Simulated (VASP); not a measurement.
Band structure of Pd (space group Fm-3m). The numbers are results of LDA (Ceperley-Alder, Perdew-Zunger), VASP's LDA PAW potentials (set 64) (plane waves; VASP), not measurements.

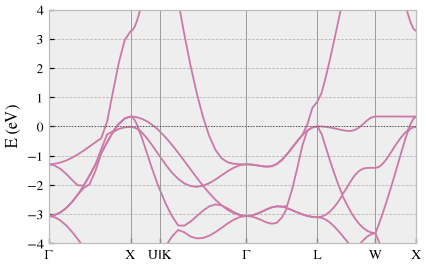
*Bands along high-symmetry lines, zero at the valence-band maximum or, without a gap, the Fermi level*

### Question
Read the plot: is there a gap, and where are the band edges?

### Answer
It has no gap at this level: it comes out as a metal or semimetal. (Edges off the drawn lines would not show.)

The structure comes from a computed database's Pd entry (Fm-3m); how it stands against other phases isn't given here. It was relaxed first, which changed the volume by -6 %.
